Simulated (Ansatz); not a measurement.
Input

```
crystal:
  periodic: [false, false, false]
  atoms:
    - {symbol: B, position_ang: [0.555925, -0.159044, 0.150610]}
    - {symbol: Cl, position_ang: [2.024545, -1.134248, -0.191469]}
    - {symbol: F, position_ang: [0.746733, 1.088398, 0.539378]}
    - {symbol: Si, position_ang: [-1.149335, -1.237590, -0.036450]}
    - {symbol: H, position_ang: [-1.178818, -0.848615, -1.512739]}
basis:
  gaussian:
    orbitals: def2-TZVPD
output: {forces: true, orbitals: {seedname: orbitals}}
hamiltonian:
  xc: pbe0
```

Launched as:

```sh
ansatz run input.yaml --threads 2 --pin off --max-ram 4350MiB --events-out events.jsonl --progress --plain --runs-dir runs
```

Geometry: B3LYP-D3(BJ)/6-311G**.

Method: Ansatz 0.2.0, isolated molecule in a Gaussian basis; Kohn-Sham density functional theory, functional PBE0.

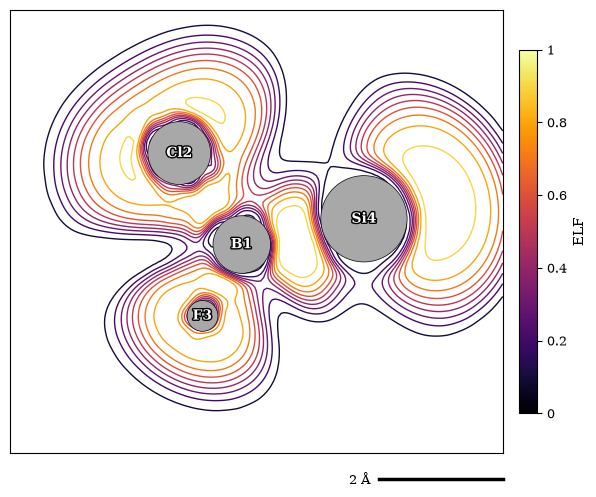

BClFHSi. ELF on the plane of atoms Cl2, B1 and F3. Grey discs cover the atomic cores.

Read the bonding off the picture.

Answer.
- Atoms in the plane: B, Cl, F and Si.
- B–F (1.32 Å): the ELF peaks at about 0.85 between the atoms (a shared but strongly polarised pair).
- B–Cl (1.80 Å): the ELF peaks at about 0.90 between the atoms; a shared but strongly polarised pair.
- Si–B (2.03 Å): the ELF peaks at about 1 between the atoms; a covalent bond.
- The ELF also peaks beside F3, Si4 and Cl2, away from the bonds: lone-pair regions.
